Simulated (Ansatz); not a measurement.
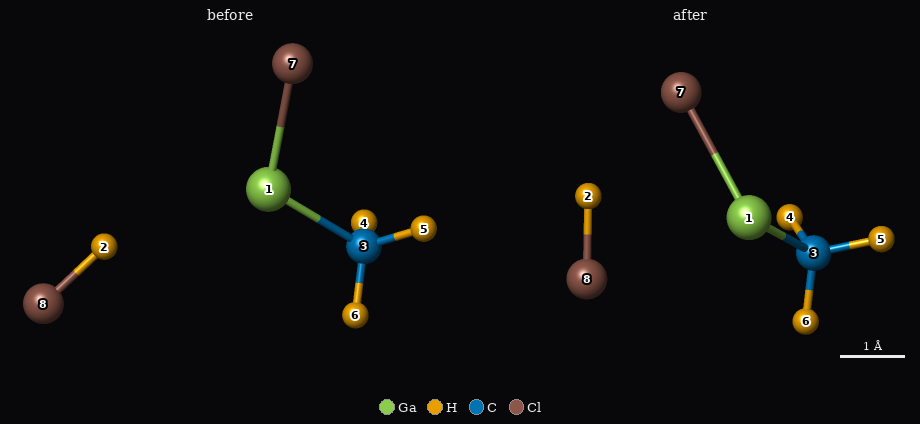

The structure of CH$_{4}$Cl$_{2}$Ga (multiplicity 2) before (left) and after (right) a relaxation, at one scale.

A ball-and-stick model, seen at a tilt.

The run prepares an end point of a later path (reaction) calculation, from a guessed geometry.

Computed with UKS PBE0-D4/def2-SVP (Ansatz). Set-up: collinear spin; force threshold 0.03 eV/Å; at most 50 steps.

### What changed between the two?

The relaxation stopped without meeting its thresholds, so the last structure isn't shown to be converged. It used up its limit of 50 steps. Over 40 accepted moves (49 points after the start) the energy falls by 31.4 kJ/mol. The largest force component goes from 0.99 to 0.13 eV/Å. The line search rejected the trial steps at points 9, 12, 18, 21, 27, 30, 36, 41 and more of the run. The forces were under the threshold at step 10, but the run went on from there. The atom that moves furthest after the best rigid fit is Cl8 (1.38 Å). By element the largest moves are Cl 1.38 Å, Ga 0.93 Å, H 0.91 Å, C 0.20 Å. Some distances before and after: Ga1–Cl8 3.986 → 2.846 Å, Ga1–Cl7 2.184 → 2.257 Å, H2–Cl8 1.335 → 1.318 Å. Bond angles that change, for instance: C3–Ga1–Cl7 117.3° → 114.2°. Groups turn about Ga1–C3 by about 65°. Cost: 2.1 min on 4 threads of Arm Neoverse V1, on a shared host, peak memory 0.35 GiB.

Limits of the set-up: the start holds two separate molecules, 2.8 Å apart at their closest, whose relative position is a soft coordinate.
